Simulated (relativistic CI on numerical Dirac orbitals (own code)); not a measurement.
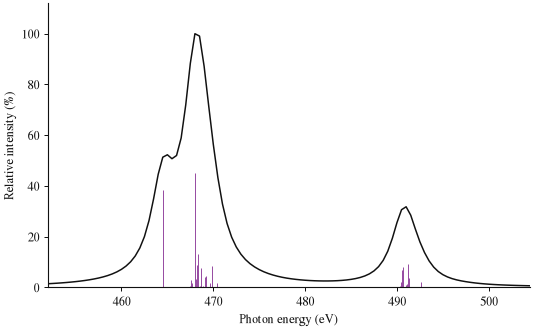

Figure 1. M₂,₃ X-ray absorption of Ru³⁺ (ruthenium, Z = 44), [Kr] 4d⁵, in a field of Oh symmetry with 10Dq = 35,700 cm⁻¹. Sticks are the strongest transitions, on a scale of their own. Multiplet model: relativistic Dirac–Coulomb–Breit theory, one configuration a step, Slater integrals scaled by 0.8, 80 K, Voigt broadening (Lorentzian 3 eV, Gaussian 0.4 eV full widths), computed with a radial Dirac CI code. The main maxima lie at 464.9 eV (52), 468.2 eV (100) and 490.9 eV (32), heights in % of the largest; the centroid is at 472.0 eV. The lower edge holds 0.81 of the intensity (branching ratio, edges parted at 485 eV), and the core spin-orbit splitting of the orbitals is 22.6 eV. The ground state has S = 0.51.

# Run report: Ru³⁺, relativistic CI calculation

Ru³⁺. Computed at this level: Dirac-Coulomb-Breit CI, KLI orbitals optimised for each configuration, model QED (radiative potential, 1s self-energy scaled to tabulated hydrogen-like ionisation energies), valence Slater integrals scaled by 0.8, multiplet model of core-to-valence dipole absorption in a parametric crystal field (relativistic CI on numerical Dirac orbitals, in-house).

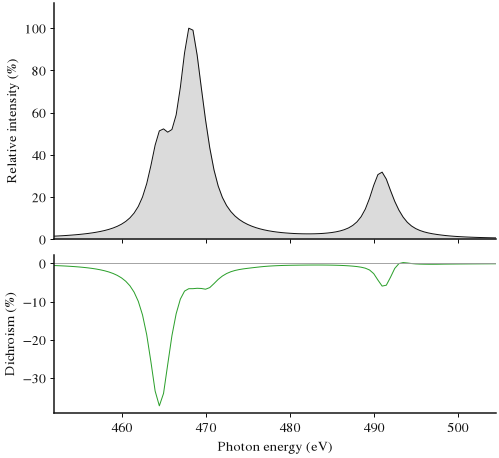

Figure 2. Dichroism is for the ground state at zero temperature, magnetised by an exchange field of 10 meV on Sz. The ground state has S = 0.51. The circular dichroism (Δm = −1 less Δm = +1) is largest at 464.5 eV, −37 % of the isotropic maximum; its integrals over the lower and upper edge are −0.075 and −0.007 of the sum over the three polarisations. The magnetised ground state has ⟨Lz⟩ = −0.80 and ⟨Sz⟩ = −0.19.

These pictures come from the run below.

## Input file
```
atom Ru  Z=44  charge=3  electrons=41
nucleus A=102  rms_radius_fm=4.4809
hamiltonian dirac-coulomb  breit=on  qed=on  c_scale=1
orbitals kli  potential=per-configuration
slater_scale 0.8
correlation none
mixing on
configurations
  [Kr] 4d5
  [Ne] 3s2 3p5 3d10 4s2 4p6 4d6
end
absorption M2,3 T=80 lorentz=3.0 gauss=0.4
crystal_field Oh 10Dq=35700
```

The program writes its results to a structured record and prints no log; tables and figures of this report are taken from that record.

## Summary

| quantity | value |
| --- | --- |
| outcome | converged |
| hardware | 1 CPU thread, shared host |
| CPU time | 1.2 s |

## Remarks

Limits: free-ion energies, so absolute edge positions are off by a few eV from solids.
